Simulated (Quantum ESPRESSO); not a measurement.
# The states of the two spins in MnI2

Where do the states of the two spins of MnI2 lie?

Main program and level: Quantum ESPRESSO 7.5; LDA with U = 5 eV on Mn d (ortho-atomic projectors); plane waves with GBRV 1.5 LDA potentials, no spin-orbit coupling.

The database entry behind the starting cell has ideal inner coordinates that were not refined, so it need not match the best structure at ambient conditions.

### 1. The starting structure

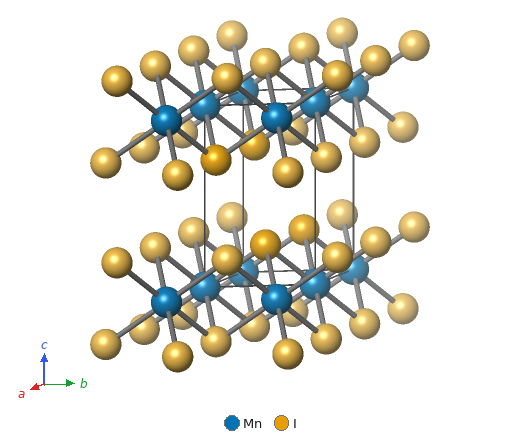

Start, viewed slightly off an axis; manganese blue, iodine orange. 2×1×1 cells are drawn. Some periodic images of atoms are drawn too.

Coordinates:

```cif
data_structure
_symmetry_space_group_name_H-M 'P 1'
_symmetry_Int_Tables_number 1
_cell_length_a 4.1600
_cell_length_b 4.1600
_cell_length_c 6.8200
_cell_angle_alpha 90.000
_cell_angle_beta 90.000
_cell_angle_gamma 120.000
_cell_volume 102.21
loop_
_atom_site_label
_atom_site_type_symbol
_atom_site_fract_x
_atom_site_fract_y
_atom_site_fract_z
_atom_site_occupancy
Mn1 Mn 0.00000 0.00000 0.00000 1
I2 I 0.33333 0.66667 0.25000 1
I3 I 0.66667 0.33333 0.75000 1
```

The cell comes from the Crystallography Open Database.

### 2. The magnetic state

This state came out lowest in a comparison of starts that is told elsewhere.

File pw.in:

```
&CONTROL
  calculation = 'scf'
  prefix = 'pwscf'
  outdir = './tmp'
  pseudo_dir = './pseudo'
  disk_io = 'low'
/
&SYSTEM
  ibrav = 0
  celldm(1) = 8
  nat = 3
  ntyp = 2
  ecutwfc = 40
  ecutrho = 280
  nbnd = 28
  occupations = 'smearing'
  smearing = 'fd'
  degauss = 0.00367493
  nspin = 2
  starting_magnetization(1) = 0.3
  starting_magnetization(2) = 0
/
&ELECTRONS
  conv_thr = 6d-09
  electron_maxstep = 150
  mixing_beta = 0.3
/
ATOMIC_SPECIES
Mn     54.9380 mn_lda_v1.5.uspp.F.UPF
I     126.9045 i_lda_v1.uspp.F.UPF
CELL_PARAMETERS alat
   0.9826575848054    0.0000000000000    0.0000000000000
  -0.4913287924027    0.8510064316527    0.0000000000000
   0.0000000000000    0.0000000000000    1.6109915212435
ATOMIC_POSITIONS crystal
Mn      0.0000000000    0.0000000000    0.0000000000
I       0.3333333333    0.6666666667    0.2500000000
I       0.6666666667    0.3333333333    0.7500000000
K_POINTS automatic
6 6 6 0 0 0
HUBBARD {ortho-atomic}
U Mn-3d 5.0000
```

On the command line:

```bash
> OMP_NUM_THREADS=1 mpirun -n 2 pw.x -nk 2 -in pw.in > pw.out
```

The log of the run:

```text
Program PWSCF v.7.5 starts

     Message from routine setup:
     using ibrav=0 with symmetry is DISCOURAGED, use correct ibrav instead

     K-points division:     npool     =       2
     Subspace diagonalization in iterative solution of the eigenvalue problem:

     bravais-lattice index     =            0
     lattice parameter (alat)  =       8.0000  a.u.
     unit-cell volume          =     689.7604 (a.u.)^3
     number of atoms/cell      =            3
     number of atomic types    =            2
     number of electrons       =        29.00
     number of Kohn-Sham states=           28
     kinetic-energy cutoff     =      40.0000  Ry
     charge density cutoff     =     280.0000  Ry
     scf convergence threshold =      6.0E-09
     mixing beta               =       0.3000
     number of iterations used =            8  plain     mixing
     Exchange-correlation= SLA  PZ   NOGX NOGC
                           (   1   1   0   0   0   0   0)
     Hubbard projectors: ortho-atomic
     Hubbard parameters of DFT+U (Dudarev formulation) in eV:
     U(Mn-3d) =  5.0000

     Internal variables: lda_plus_u =T, lda_plus_u_kind = 0

     Internal variables: orbital_resolved =F, hub_pot_fix =F, apply_U = F

     celldm(1)=   8.000000  celldm(2)=   0.000000  celldm(3)=   0.000000
     celldm(4)=   0.000000  celldm(5)=   0.000000  celldm(6)=   0.000000

     crystal axes: (cart. coord. in units of alat)
               a(1) = (   0.982658   0.000000   0.000000 )
               a(2) = (  -0.491329   0.851006   0.000000 )
               a(3) = (   0.000000   0.000000   1.610992 )

     reciprocal axes: (cart. coord. in units 2 pi/alat)
               b(1) = (  1.017648  0.587540 -0.000000 )
               b(2) = (  0.000000  1.175079  0.000000 )
               b(3) = (  0.000000 -0.000000  0.620736 )

     PseudoPot. # 1 for Mn read from file:
     mn_lda_v1.5.uspp.F.UPF
     Pseudo is Ultrasoft + core correction, Zval = 15.0

     PseudoPot. # 2 for I  read from file:
     i_lda_v1.uspp.F.UPF
     Pseudo is Ultrasoft + core correction, Zval =  7.0

     atomic species   valence    mass     pseudopotential
     Mn               15.00    54.93800     Mn( 1.00)
     I                 7.00   126.90450     I ( 1.00)

     Starting magnetic structure
     atomic species   magnetization
     Mn              0.300
     I               0.000

     12 Sym. Ops., with inversion, found

   Cartesian axes

     site n.     atom                  positions (alat units)
         1        Mn     tau(   1) = (   0.0000000   0.0000000   0.0000000  )
         2        I      tau(   2) = (  -0.0000000   0.5673376   0.4027479  )
         3        I      tau(   3) = (   0.4913288   0.2836688   1.2082436  )

     number of k points=    34  Fermi-Dirac smearing, width (Ry)=  0.0037
                       cart. coord. in units 2pi/alat
        k(    1) = (   0.0000000   0.0000000   0.0000000), wk =   0.0046296
        k(    2) = (   0.0000000   0.0000000   0.1034560), wk =   0.0092593
        k(    3) = (   0.0000000   0.0000000   0.2069119), wk =   0.0092593
        k(    4) = (   0.0000000   0.0000000  -0.3103679), wk =   0.0046296
        k(    5) = (   0.0000000   0.1958465   0.0000000), wk =   0.0277778
        [... 29 further k-points ...]

     Dense  grid:    54465 G-vectors     FFT dimensions: (  45,  45,  72)

     Smooth grid:    23619 G-vectors     FFT dimensions: (  32,  32,  54)

     Check: negative core charge=   -0.000014
     Generating pointlists ...
     new r_m :   0.2870 (alat units)  2.2960 (a.u.) for type    1
     new r_m :   0.2870 (alat units)  2.2960 (a.u.) for type    2

     Initial potential from superposition of free atoms

     starting charge      28.4997, renormalised to      29.0000

     STARTING HUBBARD OCCUPATIONS:

     =================== HUBBARD OCCUPATIONS ===================
     ------------------------ ATOM    1 ------------------------
     Tr[ns(  1)] (up, down, total) =   5.00000  0.00000  5.00000
     Atomic magnetic moment for atom   1 =   5.00000
     [... lines left out ...]
     Number of occupied Hubbard levels =    5.0000

     Atomic wfc used for Hubbard projectors are orthogonalized

     Starting wfcs are   21 randomized atomic wfcs +    7 random wfcs

     Self-consistent Calculation

     iteration #  1     ecut=    40.00 Ry     beta= 0.30
     Davidson diagonalization with overlap
     ethr =  1.00E-02,  avg # of iterations =  6.4

     =================== HUBBARD OCCUPATIONS ===================
     ------------------------ ATOM    1 ------------------------
     Tr[ns(  1)] (up, down, total) =   4.96145  0.13777  5.09922
     Atomic magnetic moment for atom   1 =   4.82368
     [... lines left out ...]
     Number of occupied Hubbard levels =    5.0992

     Threshold (ethr) on eigenvalues was too large:
     Diagonalizing with lowered threshold

     Davidson diagonalization with overlap
     ethr =  6.64E-04,  avg # of iterations =  1.5

     total energy              =    -340.51793044 Ry
     estimated scf accuracy    <       0.20371862 Ry

     total magnetization       =     5.00 Bohr mag/cell
     absolute magnetization    =     5.00 Bohr mag/cell

     iteration #  2     ecut=    40.00 Ry     beta= 0.30
     Davidson diagonalization with overlap
     ethr =  7.02E-04,  avg # of iterations =  2.6

     total energy              =    -340.54945751 Ry
     estimated scf accuracy    <       0.02379200 Ry

     total magnetization       =     5.00 Bohr mag/cell
     absolute magnetization    =     5.00 Bohr mag/cell

     [... further iterations left out ...]

     iteration #  9     ecut=    40.00 Ry     beta= 0.30
     Davidson diagonalization with overlap
     ethr =  6.18E-10,  avg # of iterations =  2.0

     negative rho (up, down):  0.000E+00 4.931E-04

     total energy              =    -340.55488877 Ry
     estimated scf accuracy    <       0.00000002 Ry

     total magnetization       =     5.00 Bohr mag/cell
     absolute magnetization    =     5.00 Bohr mag/cell

     iteration # 10     ecut=    40.00 Ry     beta= 0.30
     Davidson diagonalization with overlap
     ethr =  6.68E-11,  avg # of iterations =  3.2

     negative rho (up, down):  0.000E+00 4.928E-04

     Magnetic moment per site  (integrated on atomic sphere of radius R)
     atom   1 (R=0.287)  charge= 13.5403  magn=  4.6550
     atom   2 (R=0.287)  charge=  4.7303  magn=  0.0394
     atom   3 (R=0.287)  charge=  4.7303  magn=  0.0394

     End of self-consistent calculation

     =================== HUBBARD OCCUPATIONS ===================
     ------------------------ ATOM    1 ------------------------
     Tr[ns(  1)] (up, down, total) =   4.99175  0.23150  5.22325
     Atomic magnetic moment for atom   1 =   4.76024
     [... lines left out ...]
     Number of occupied Hubbard levels =    5.2232

     [... lines left out ...]
     the Fermi energy is     5.6866 ev

!    total energy              =    -340.55488877 Ry
     estimated scf accuracy    <          3.4E-09 Ry
     smearing contrib. (-TS)   =      -0.00000000 Ry
     internal energy E=F+TS    =    -340.55488877 Ry

     The total energy is F=E-TS. E is the sum of the following terms:
     one-electron contribution =    -204.61984800 Ry
     hartree contribution      =     110.04547183 Ry
     xc contribution           =    -121.18593746 Ry
     ewald contribution        =    -124.83529634 Ry
     Hubbard energy            =       0.04072119 Ry

     total magnetization       =     5.00 Bohr mag/cell
     absolute magnetization    =     5.00 Bohr mag/cell

     convergence has been achieved in  10 iterations

=------------------------------------------------------------------------------=
   JOB DONE.
=------------------------------------------------------------------------------=
```

Elapsed: 39 s, on 2 MPI ranks of Arm Neoverse V2, shared host; peak memory 0.43 GiB.

Spin moment in the atom's sphere by atom:

```csv
atom,spin moment in the atom's sphere (μB)
Mn1,4.66
I2,0.04
I3,0.04
```

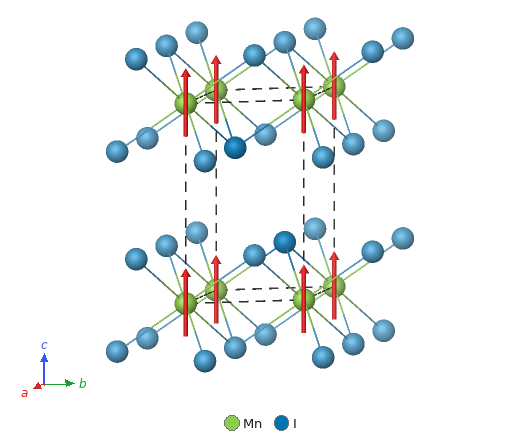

Spin moment in the atom's sphere as arrows, the longest 4.66 μB. Up and down stand for the sign. Arrows give size and sign along the axis of quantisation, drawn up and down the page. Some periodic images of atoms are drawn too.

Numbers from this step:

* smearing term TS: 5.49e-13 eV
* magnetization: 5 μB
* absolute magnetization: 5 μB
* final state: ferromagnetic

### 3. Post-processing

File projwfc.in:

```
&PROJWFC
  prefix = 'pwscf'
  outdir = './tmp'
  filpdos = 'pdos'
  ngauss = 0
  degauss = 0.01
  DeltaE = 0.05
  Emin = -3.31
  Emax = 10.69
/
```

On the command line:

```bash
> OMP_NUM_THREADS=1 mpirun -n 2 projwfc.x -nk 2 -in projwfc.in > projwfc.out
```

The log of the run:

```text
[banner, memory and clock lines left out]
Program PROJWFC v.7.5 starts

     [... lines left out ...]
     IMPORTANT: XC functional enforced from input :
     Exchange-correlation= PZ
                           (   1   1   0   0   0   0   0)
     Any further DFT definition will be discarded
     Please, verify this is what you really want

     G-vector sticks info

     Check: negative core charge=   -0.000014

     negative rho (up, down):  0.000E+00 4.928E-04

     Gaussian broadening (read from input): ngauss,degauss=   0    0.010000

     Calling projwave ....

  Problem Sizes
  natomwfc =           21
  nbnd     =           28
  nkstot   =           68
  npwx     =         2974
  nkb      =           54

     Atomic states used for projection
     (read from pseudopotential files):

     state #   1: atom   1 (Mn ), wfc  1 (l=0 m= 1)
     state #   2: atom   1 (Mn ), wfc  2 (l=1 m= 1)
     state #   3: atom   1 (Mn ), wfc  2 (l=1 m= 2)
     state #   4: atom   1 (Mn ), wfc  2 (l=1 m= 3)
     state #   5: atom   1 (Mn ), wfc  3 (l=0 m= 1)
     state #   6: atom   1 (Mn ), wfc  4 (l=2 m= 1)
     state #   7: atom   1 (Mn ), wfc  4 (l=2 m= 2)
     state #   8: atom   1 (Mn ), wfc  4 (l=2 m= 3)
     state #   9: atom   1 (Mn ), wfc  4 (l=2 m= 4)
     state #  10: atom   1 (Mn ), wfc  4 (l=2 m= 5)
     state #  11: atom   1 (Mn ), wfc  5 (l=1 m= 1)
     state #  12: atom   1 (Mn ), wfc  5 (l=1 m= 2)
     state #  13: atom   1 (Mn ), wfc  5 (l=1 m= 3)
     state #  14: atom   2 (I  ), wfc  1 (l=0 m= 1)
     state #  15: atom   2 (I  ), wfc  2 (l=1 m= 1)
     state #  16: atom   2 (I  ), wfc  2 (l=1 m= 2)
     state #  17: atom   2 (I  ), wfc  2 (l=1 m= 3)
     state #  18: atom   3 (I  ), wfc  1 (l=0 m= 1)
     state #  19: atom   3 (I  ), wfc  2 (l=1 m= 1)
     state #  20: atom   3 (I  ), wfc  2 (l=1 m= 2)
     state #  21: atom   3 (I  ), wfc  2 (l=1 m= 3)

 [... projections of the bands left out ...]

Lowdin Charges:

     Atom #   1: total charge =  15.2333, s =  2.6414, p =  7.3687, d =  5.2232,
                 spin up      =  10.0646, s =  1.3569,
                 spin up      =  10.0646, p =  3.7159, pz=  1.2493, px=  1.2333, py=  1.2333,
                 spin up      =  10.0646, d =  4.9917, dz2=  0.9986, dxz=  0.9983, dyz=  0.9983, dx2-y2=  0.9983, dxy=  0.9983,
                 spin down    =   5.1687, s =  1.2844,
                 spin down    =   5.1687, p =  3.6528, pz=  1.2282, px=  1.2123, py=  1.2123,
                 spin down    =   5.1687, d =  0.2315, dz2=  0.0150, dxz=  0.0677, dyz=  0.0677, dx2-y2=  0.0405, dxy=  0.0405,
                 polarization =   4.8959, s =  0.0725, p =  0.0632, d =  4.7602,
     Atom #   2: total charge =   6.8560, s =  1.7916, p =  5.0644, d =  0.0000,
                 spin up      =   3.4526, s =  0.8990,
                 spin up      =   3.4526, p =  2.5536, pz=  0.8773, px=  0.8381, py=  0.8381,
                 spin up      =   3.4526, d =  0.0000, dz2=  0.0000, dxz=  0.0000, dyz=  0.0000, dx2-y2=  0.0000, dxy=  0.0000,
                 spin down    =   3.4035, s =  0.8926,
                 spin down    =   3.4035, p =  2.5108, pz=  0.8610, px=  0.8249, py=  0.8249,
                 spin down    =   3.4035, d =  0.0000, dz2=  0.0000, dxz=  0.0000, dyz=  0.0000, dx2-y2=  0.0000, dxy=  0.0000,
                 polarization =   0.0491, s =  0.0064, p =  0.0427, d =  0.0000,
     Atom #   3: total charge =   6.8560, s =  1.7916, p =  5.0644, d =  0.0000,
                 spin up      =   3.4526, s =  0.8990,
                 spin up      =   3.4526, p =  2.5536, pz=  0.8773, px=  0.8381, py=  0.8381,
                 spin up      =   3.4526, d =  0.0000, dz2=  0.0000, dxz=  0.0000, dyz=  0.0000, dx2-y2=  0.0000, dxy=  0.0000,
                 spin down    =   3.4035, s =  0.8926,
                 spin down    =   3.4035, p =  2.5108, pz=  0.8610, px=  0.8249, py=  0.8249,
                 spin down    =   3.4035, d =  0.0000, dz2=  0.0000, dxz=  0.0000, dyz=  0.0000, dx2-y2=  0.0000, dxy=  0.0000,
                 polarization =   0.0491, s =  0.0064, p =  0.0427, d =  0.0000,
     Spilling Parameter:   0.0019
```

The job ended after 1.5 s (2 MPI ranks; peak memory 0.13 GiB).

The density of states has structure finer than the step of the table below, so its rows give means over 1 eV, whole bins alone (the curve runs from -9.00 to 5.05 eV). Peaks (eV: height): up -6.8: 9.59, -5.1: 2.44, -2.2: 2.52, 2.0: 1.25; down -4.7: 1.95, -2.5: 3.72, 2.2: 7.28, 4.0: 1.48; Mn1 d up -6.8: 9.11; Mn1 d down 2.2: 6.32; I2 p up -5.1: 0.733, -3.7: 0.758, -2.2: 1.11, -1.9: 1.14.

Gaussian broadening of 0.136 eV on the SCF mesh. The density of states by energy, zero at the Fermi level; means over each step; values in states/eV/cell:

```csv
energy (eV),up,down,Mn1 d up,Mn1 d down,I2 p up,I2 p down
-8,1.2e-5,0,9.3e-6,0,0,0
-7,4.96,0,4.63,0,0.128,0
-6,0.0389,0.00347,0.0363,4.8e-5,7.8e-4,0.00132
-5,1.27,1.27,0.0922,0.0125,0.393,0.467
-4,1.15,1.21,0.0462,0.0227,0.439,0.485
-3,1.38,2.51,0.0345,0.130,0.580,1.09
-2,2.11,1.01,0.111,0.0569,0.959,0.459
-1,0.0984,1.2e-4,0.00560,0,0.0462,6.2e-5
0,0,0,0,0,0,0
1,0.0800,0.137,1.7e-4,0.0981,0.0106,8.2e-4
2,0.816,4.43,0.00113,3.79,0.121,0.105
3,0.394,1.42,3.1e-4,0.611,0.0308,0.112
4,1.03,0.701,8.2e-4,0.0356,0.0680,0.0437
```

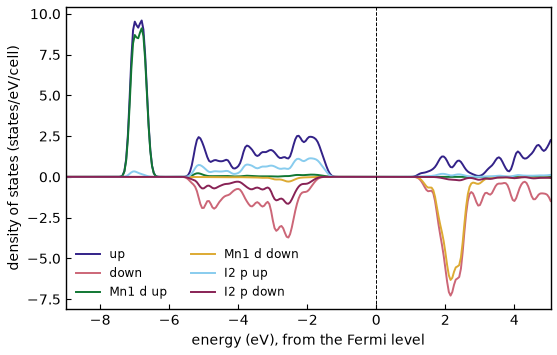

Density of states, plotted against energy. Down spins are drawn negative.

### 4. Outcome

| Quantity | Value |
| --- | --- |
| state | ferromagnetic |
| largest moment in a sphere | 4.66 μB |

**Reading.** Distinct peaks of the density of states (up) stand at -6.80, -5.15, -2.25 and 1.95 eV; the one at -6.80 eV is strongest. These are Kohn–Sham states without spin–orbit coupling, on the mesh of the self-consistent run.

[Logs and program files are shortened in this print: banners, set-up blocks, solver, clock and traceback lines can be left out without a mark of their own.]

[Logs are printed without paths, hosts, clocks, repeated set-up lines and the standing remarks that a program may print on its own settings, such as how far it seeks lower states.]

[Hosts, paths, dates, database ids (printed as entryN), source tags and the programs' standing remarks are cut or masked in the printed files.]

[Where a cell is said to come from a database of computed structures, the database is the Materials Project.]
